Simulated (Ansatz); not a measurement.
# C2HClF2 (SMILES FC(F)=CCl) at CCSD/6-31G(d) (spherical functions)

What is the energy change on altering one bond length of C2HClF2 at CCSD/6-31G* (spherical functions)? 

Program for the calculation: Ansatz 0.2.0.

68 further runs of the same task are left out: 68 set aside as unsound or not needed.

## 1. The structure to begin with

The species is C2HClF2 (6 atoms), meant as a singlet with charge 0. SMILES: `FC(F)=CCl`. The shape is that of a PBE0-D4/def2-TZVP optimisation.

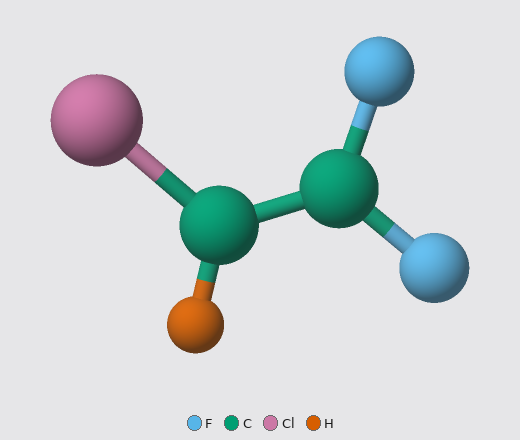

Viewed from a chosen angle; fluorine blue, carbon teal, chlorine pink, hydrogen orange.

## 2. A single-point energy at CCSD/6-31G(d) (spherical functions)

File job.yaml:

```yaml
basis:
  gaussian:
    orbitals: 6-31G_st_-spherical.json
crystal:
  periodic: [false, false, false]
  atoms:
    - {symbol: F, position_ang: [0.901010, -0.810380, 1.342040]}
    - {symbol: C, position_ang: [0.267650, -0.562200, 0.220370]}
    - {symbol: F, position_ang: [0.192510, -1.632620, -0.522730]}
    - {symbol: C, position_ang: [-0.218360, 0.626770, -0.086550]}
    - {symbol: Cl, position_ang: [-1.039010, 0.926430, -1.552100]}
    - {symbol: H, position_ang: [-0.103800, 1.452000, 0.598970]}
correlation:
  method: ccsd
  frozen_orbitals: {C: 1, Cl: 5, F: 1, H: 0}
accuracy: high
scf:
  omitted_lower_state_checks: [cluster_reference, increment]
```

The basis set 6-31G* is read from a file made from the Basis Set Exchange's data (not shown).

Started as:

```
$ ansatz run job.yaml --threads 1 --pin off --max-ram 3480MiB --events-out events.jsonl --progress --plain --runs-dir runs
```

Output, shortened:

```text
Warning: RAYON_NUM_THREADS=1 ignored (pool sized by the plan → 1); use --threads N
Functional definition: HF
  name "HF"
[...]
1683 factors; integrals over basis functions are off by at most 5.4e-9 eV
[...]
mean field -19990.19962529 eV, -734.6262863853 hartree, gradient 8.9e-9 eV, S^2 0.000000; 0 other end points of the search recorded, 0 dependent functions left out
9 core orbitals not correlated: weight in the atoms' cores, before any rotation towards them, 1.000 or more for the frozen orbitals, at most 0.000 for the correlated occupied ones
reference -19990.19962529 eV, -734.6262863853 hartree; 15, 15 occupied and 52, 52 virtual orbitals, 1683 factors
second order -19.36628931 eV of doubles, -0.00000000 eV of singles
cycle   1  -19.50095849 eV  change   -1.3e-1 eV  update   1.0e-1
[...]
cycle  21  -20.07716764 eV  change   -1.8e-9 eV  update   2.0e-9
Total energy: -20010.27679293 eV, -735.3641086873 hartree
Checks for a lower state left out: cluster_reference, increment
```

Wall time 11 s (1 thread of Arm Neoverse V1, shared host); peak memory 0.37 GiB.

## 3. The distorted shape at the same level

File molecule.yaml:

```yaml
crystal:
  periodic: [false, false, false]
  atoms:
    - symbol: F
      position_ang: [0.973904, -0.988707, 1.388073]
    - symbol: C
      position_ang: [0.340544, -0.740527, 0.266403]
    - symbol: F
      position_ang: [0.265404, -1.810947, -0.476697]
    - symbol: C
      position_ang: [-0.218360, 0.626770, -0.086550]
    - symbol: Cl
      position_ang: [-1.039010, 0.926430, -1.552100]
    - symbol: H
      position_ang: [-0.103800, 1.452000, 0.598970]
basis:
  gaussian:
    orbitals: 6-31G_st_-spherical.json
accuracy: high
scf:
  omitted_lower_state_checks: [cluster_reference, increment]
correlation:
  method: ccsd
  frozen_orbitals: {C: 1, Cl: 5, F: 1, H: 0}
```

The basis set 6-31G* is read from a file made from the Basis Set Exchange's data (not shown).

Started as:

```
$ ansatz run molecule.yaml --threads 1 --pin off --max-ram 3480MiB --events-out events.jsonl --progress --plain --runs-dir runs
```

Output, shortened:

```text
Warning: RAYON_NUM_THREADS=1 ignored (pool sized by the plan → 1); use --threads N
[... 2 set-up lines as earlier in the session ...]
[...]
1671 factors; integrals over basis functions are off by at most 5.1e-9 eV
[...]
mean field -19989.03253708 eV, -734.5833966850 hartree, gradient 7.4e-9 eV, S^2 0.000000; 0 other end points of the search recorded, 0 dependent functions left out; unrestricted orbitals would lower it
9 core orbitals not correlated: weight in the atoms' cores, before any rotation towards them, 1.000 or more for the frozen orbitals, at most 0.000 for the correlated occupied ones
reference -19989.03253708 eV, -734.5833966850 hartree; 15, 15 occupied and 52, 52 virtual orbitals, 1671 factors
second order -19.76624640 eV of doubles, -0.00000000 eV of singles
cycle   1  -19.76126307 eV  change    5.0e-3 eV  update   1.1e-1
[...]
cycle  23  -20.43084837 eV  change   8.5e-10 eV  update  8.2e-10
Total energy: -20009.46338545 eV, -735.3342165139 hartree
Checks for a lower state left out: cluster_reference, increment
```

Run time: 11 s. Hardware: 1 thread of Arm Neoverse V1, shared host; peak memory 0.36 GiB.

## 4. Outcome

At CCSD/6-31G* (spherical functions), 9 core orbitals frozen:

```
                                                         quantity          value
                                        first shape: total energy  -735.36411 Eh
         first shape: correlation energy (9 core orbitals frozen)     -737.8 mEh
                                       first shape: T1 diagnostic          0.012
                                    distorted shape: total energy  -735.33422 Eh
     distorted shape: correlation energy (9 core orbitals frozen)     -750.8 mEh
                                   distorted shape: T1 diagnostic          0.014
energy change with the C2–C4 bond stretched from 1.321 to 1.519 Å       0.813 eV
```

With the C2–C4 bond stretched from 1.321 to 1.519 Å the energy rises by 0.81 eV (78.5 kJ/mol). The first shape isn't relaxed at this level, so the change isn't measured from a minimum. The restricted solution (distorted shape) is unstable to spin breaking: an unrestricted one lies lower.
